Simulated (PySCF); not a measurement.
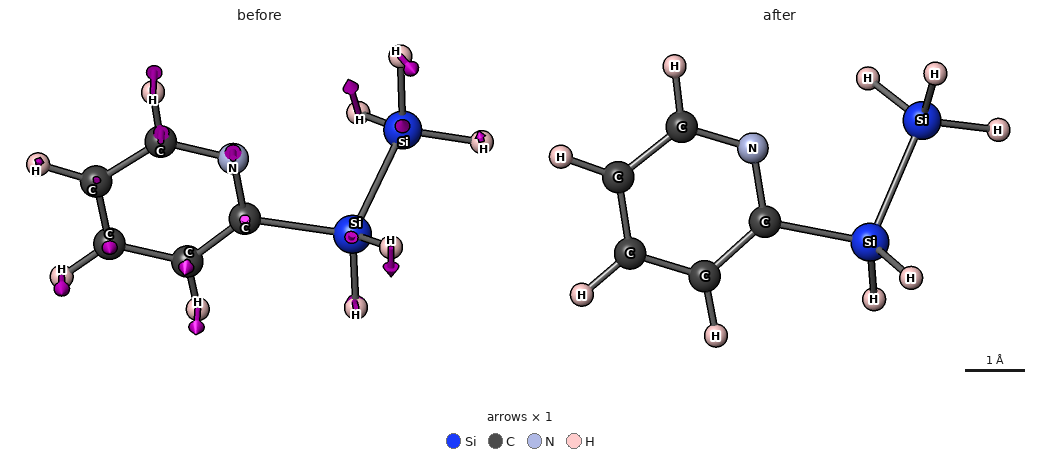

The structure of C₅H₉NSi₂ before (left) and after (right) a relaxation, at one scale. The purple arrows give the displacements, at their true length.

A ball-and-stick model, seen at a tilt.

The start comes from GFN2-xTB. Its atoms were then displaced at random by about 0.01 Å.

Method: PBE0-D3(BJ)/def2-SVP geometry optimisation, gas phase in PySCF 2.14.0, density-fitted response routines. 

**What changed between the two?**

The atom that moves furthest after the best rigid fit is an H atom (1.04 Å). By element the largest moves are H 1.04 Å, N 0.63 Å, C 0.63 Å, Si 0.38 Å. Among the contacts that change: H–Si 1.433 → 1.499 Å, C–C 1.356 → 1.401 Å, C–H 1.055 → 1.093 Å, Si–Si 2.309 → 2.341 Å. Bond angles that change, for instance: Si–Si–C 110.5° → 104.8°, C–Si–H 104.9° → 110.5°, H–Si–H 104.6° → 109.9°. Groups turn about C–Si by about 40°. After 21 geometry steps the energy has fallen by 24.9 kJ/mol. The run took 5.4 min on 1 thread of Intel(R) Xeon(R) Platinum 8488C, with other jobs on the host.
